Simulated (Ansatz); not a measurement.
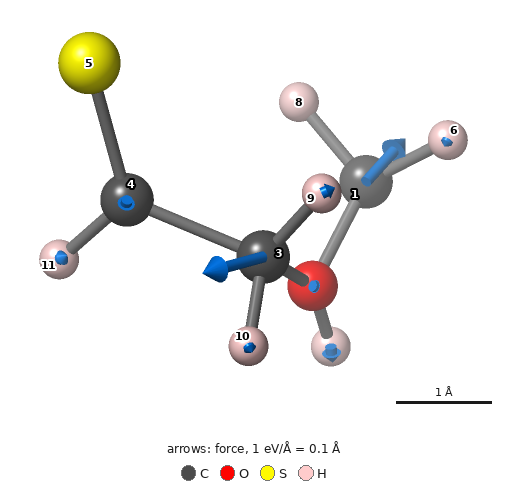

Starting geometry of C$_{3}$H$_{6}$OS with the computed forces as blue arrows. The picture is a ball-and-stick view, seen at a tilt.

The run prepares an end point of a later path (hydrogen shift) calculation, from a guessed geometry.

Computed with RKS PBE-D4/STO-3G (Ansatz 0.2.0). (no spin polarisation; force threshold 0.02 eV/Å; at most 50 steps)

**Is this structure relaxed? If not, where do the atoms go?**

It isn't relaxed: the largest force vector, on a C atom, is 9.18 eV/Å. The final displacements have little in common with the starting forces (cosine between the two patterns 0.02). After 38 accepted moves (39 points after the start) the energy has fallen by 6.909 eV. The largest force component goes from 8 to 0.018 eV/Å. The line search rejected the trial step at point 22 of the run. An H atom moves most after the best rigid fit: 2.78 Å. By element the largest moves are H 2.78 Å, S 1.73 Å, O 1.29 Å, C 1.19 Å. Some distances before and after: C–S 3.980 → 1.864 Å, C–O 1.393 → 3.015 Å, C–C 2.272 → 3.033 Å, C–C 1.555 → 1.350 Å. New bonds form: C–S (3.98 → 1.86 Å). Bonds break: C–O (1.39 → 3.02 Å). Among the angles between lasting bonds that change: C–C–H 102.5° → 120.9°, C–C–H 107.6° → 121.5°, S–C–H 123.4° → 112.2°. Cost: 93 s on 1 thread of Intel(R) Xeon(R) Platinum 8488C (Sapphire Rapids), with other jobs on the host, peak memory 0.15 GiB.

Limits of the set-up: STO-3G is a minimal basis, so the numbers are rough.
